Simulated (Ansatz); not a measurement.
Consider BaAgO3 (cubic perovskite) (Pm-3m).

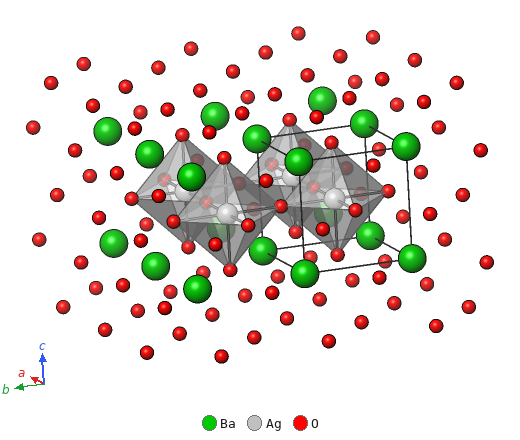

The structure (barium green, silver light grey, oxygen red). 2×2×1 cells are drawn. Some periodic images of atoms are drawn too.

The structure was built from a prototype and need not be the compound's stable phase.

```xyz
5
Lattice="0.0000 -4.0418 0.0000 0.0000 0.0000 4.0418 -4.0418 0.0000 0.0000" Properties=species:S:1:pos:R:3 pbc="T T T"
Ba    0.0000    0.0000    0.0000
Ag   -2.0209   -2.0209    2.0209
O     0.0000   -2.0209    2.0209
O    -2.0209   -2.0209    0.0000
O    -2.0209    0.0000    2.0209
```

The structure was relaxed with LDA. The structure type comes from a generator and need not be one that this composition takes. The structure was generated from a model, not taken from a measurement. The runs that relaxed it are not among those shown. The program's search for lower electronic states was switched off, so nothing shows that the state found is the lowest. Spin-orbit coupling is left out unless a run names it. PAW set soft_2, made with PBE.

A constrained-RPA run (Ansatz 0.2.0; non-magnetic LDA; Ag d + anion p, bands v13 to c1, 4×4×4 mesh, medium accuracy) builds 14 functions on bands 11 eV wide, with 25.0 electrons in the window. The bare on-site interaction is 19.5 eV and the bare J 0.75 eV.

Question: Estimate U, U′ and J.

On the Ag d shell, U = 8.56 eV (44 % of the bare value), U′ = 7.38 eV, J = 0.59 eV.

The parent state is non-magnetic and the interaction static (zero frequency); U depends on the window and the orbitals, so it belongs to this model alone. A window that holds the anion p bands defines a model with explicit ligands; its U belongs to that model and is not the U of DFT+U.

[Paths, hosts, dates, memory and timing lines, banners, echoed tables and standing remarks are left out of the program output.]

[Logs are printed without paths, hosts, clocks, repeated set-up lines and the standing remarks that a program may print on its own settings, such as how far it seeks lower states.]

[Runs of the session that timed out or met a known fault of the program may be left out.]

[Hosts, paths, dates, database ids (printed as entryN), source tags and the programs' standing remarks are cut or masked in the printed files.]
